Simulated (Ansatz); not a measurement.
# CH8BNSi2: one species, many methods

How much do the methods differ for CH8BNSi2? The plan is to run it at one geometry with functionals of several rungs and with coupled cluster. The yardstick is the atomisation energy at the CCSD(T) limit.

Computed with Ansatz 0.2.0, Gaussian basis. Level: functionals in def2-TZVPP, the program's frozen cores in correlated methods.

The runs, in order: PBE-D4, r2SCAN-D4, PBE0-D4, B3LYP-D4, ωB97X-V, ωB97M-V, B2PLYP; CCSD(T)/def2-TZVPP; MP2/def2-QZVPP; extrapolation to the limit.

## 1. Structure used throughout

All runs share one geometry, relaxed beforehand with PBE0-D4 in a triple-zeta def2 set.

SMILES `[SiH3]C1BN[SiH2]1`, 13 atoms, charge 0, spin multiplicity 1.

Atoms are counted from 1 here; the program's logs count them from 0.

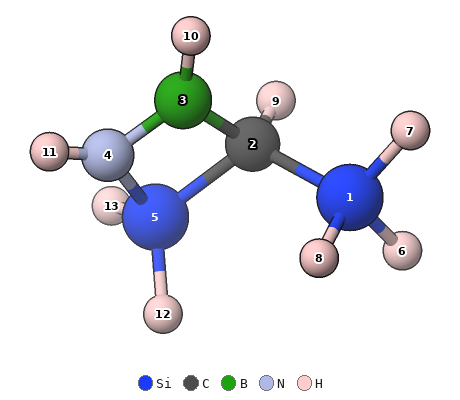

The geometry (silicon blue, carbon dark grey, boron green, nitrogen light blue, hydrogen pink); atoms are numbered from 1 in the order of the file.

## 2. PBE-D4 (GGA)

Contents of in.yaml:

```yaml
crystal:
  periodic: [false, false, false]
  atoms:
    - {symbol: Si, position_ang: [-1.841999, 0.049674, -0.429529]}
    - {symbol: C, position_ang: [-0.041724, -0.361239, -0.648496]}
    - {symbol: B, position_ang: [0.621180, -1.130464, 0.592033]}
    - {symbol: N, position_ang: [1.505214, -0.182459, 1.146088]}
    - {symbol: Si, position_ang: [1.184826, 0.950540, -0.140759]}
    - {symbol: H, position_ang: [-2.322123, 0.972044, -1.495514]}
    - {symbol: H, position_ang: [-2.691424, -1.172725, -0.465538]}
    - {symbol: H, position_ang: [-2.048200, 0.717679, 0.885742]}
    - {symbol: H, position_ang: [0.099021, -0.836563, -1.622571]}
    - {symbol: H, position_ang: [0.438899, -2.246295, 0.985890]}
    - {symbol: H, position_ang: [2.102043, -0.255391, 1.950806]}
    - {symbol: H, position_ang: [0.675018, 2.276797, 0.305741]}
    - {symbol: H, position_ang: [2.339868, 1.183705, -1.049092]}
basis:
  gaussian: {orbitals: def2-TZVPP}
hamiltonian: {xc: pbe, dispersion: d4}
output: {forces: true, orbitals: {seedname: orbitals}}
```

Started as:

```
> ansatz run in.yaml --threads 4 --pin off --events-out ev --progress --plain --max-ram 10444MiB
```

Further steps of the session: r2SCAN-D4 (meta-GGA); PBE0-D4 (hybrid); B3LYP-D4 (hybrid); ωB97X-V (range-separated); ωB97M-V (range-separated); B2PLYP (double hybrid); CCSD(T) in def2-TZVPP; MP2 in def2-QZVPP.

**Question.** What will the summary of the whole plan be? Wanted: atomisation energy, CCSD(T)/CBS; farthest; mean size of error, hybrid; mean size of error, range-separated; gap, smallest and largest; T1 diagnostic; triples share of the correlation energy.

As calculated:

| quantity | value |
| --- | --- |
| atomisation energy, CCSD(T)/CBS | 4624.3 kJ/mol |
| functionals within 23.1 kJ/mol (0.5 %) | r2SCAN-D4, PBE0-D4, B3LYP-D4 |
| farthest | B2PLYP (-45.9 kJ/mol) |
| mean size of error, hybrid | 7.9 kJ/mol |
| mean size of error, range-separated | 35.5 kJ/mol |
| gap, smallest and largest | 5.56 eV (PBE-D4), 12.11 eV (ωB97X-V) |
| T1 diagnostic | 0.0127 |
| triples share of the correlation energy | 4.0 % |

In words: PBE-D4 is off by +39.1 kJ/mol. Double hybrids carry the basis error of their MP2 part in triple zeta, and no dispersion term here, so their miss is partly the set-up's. Misses under about 23.1 kJ/mol are within the doubt on the reference itself, which lacks core-valence correlation, relativity and higher excitations. Hartree-Fock recovers 75 % of the binding; the rest is correlation. Orbital gaps span 5.6 to 12.1 eV; exact exchange widens them.
